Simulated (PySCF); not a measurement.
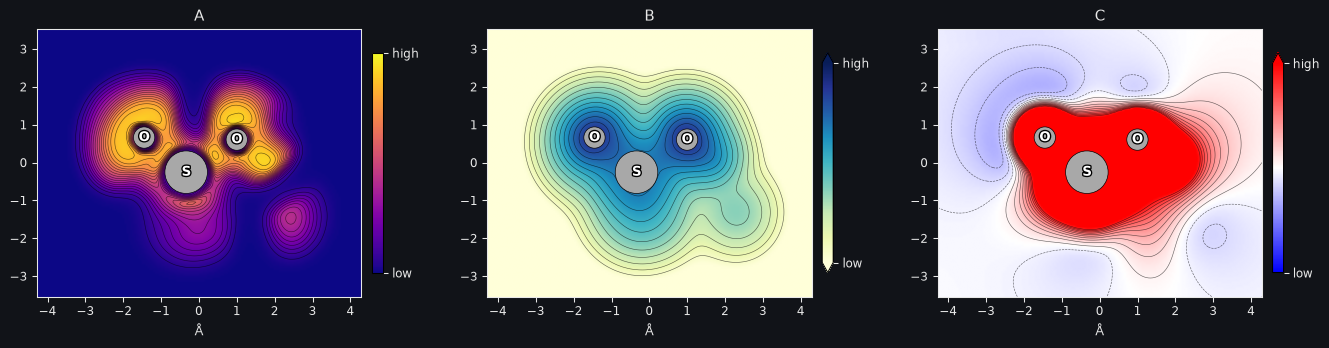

H2O4S···HF (SMILES O=S(=O)(O)O.F): 3 fields on the plane of atoms O1, S2 and O3, with unlabelled colour scales. Grey discs cover the atomic cores.

Geometry: PBE0-D3(BJ)/def2-SVPD.

These are results of PySCF 2.14.0, wB97M-D3(BJ)/def2-SVPD, SCF density, gas phase, not measurements.

```xyz
9

O    -1.1166   -0.3408   -0.7517
S    -0.0032    0.5837   -0.0953
O     0.6095    1.3476   -1.1493
O    -0.5617    1.2039    1.1026
O     1.0589   -0.4813    0.4675
H    -1.7852   -0.5754   -0.0646
H     1.6518   -0.7485   -0.2518
F    -2.5647   -0.3263    1.4933
H    -1.9251    0.3592    1.6385
```

Match the panels to the quantities (electron density, electron localisation function and electrostatic potential).

Panel A: electron localisation function. Panel B: electron density. Panel C: electrostatic potential (strongly positive close to the atoms, with negative regions outside electron-rich atoms). From the grid: S–O (1.44 Å): ρ at the midpoint is about 2.4 e/Å³; the ELF peaks at about 0.80 between the atoms; a short, strongly polar bond. S–O (1.59 Å): the density is about 1.8 e/Å³ at the midpoint; the ELF peaks at about 0.85 between the atoms: a polar covalent bond.
